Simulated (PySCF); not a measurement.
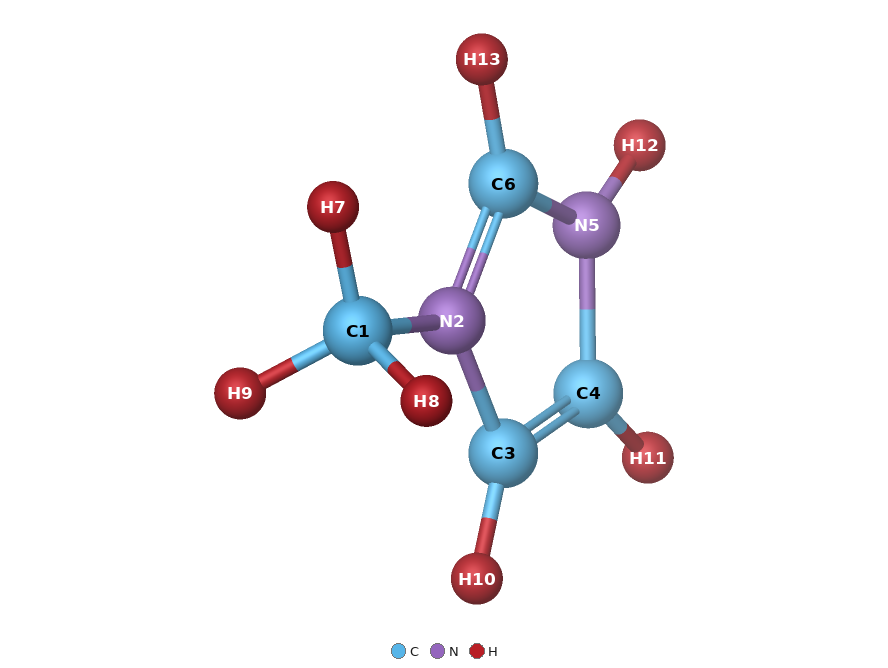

State: charge +1, singlet. The geometry was computed by an optimisation with GFN2-xTB. No frequency run is at hand to confirm it as a minimum. Method: delta-SCF UKS SCAN, pcX-2 on the ionised atom, pcseg-1 elsewhere, spin-free X2C (PySCF 2.14.0).

Give the core-electron binding energies (to vacuum) of C1 1s, N2 1s, C3 1s, C4 1s, N5 1s, C6 1s.

| atom | level | binding energy (eV) |
| --- | --- | --- |
| C1 | 1s | 297.1 |
| N2 | 1s | 412.7 |
| C3 | 1s | 296.7 |
| C4 | 1s | 296.9 |
| N5 | 1s | 412.7 |
| C6 | 1s | 298.0 |
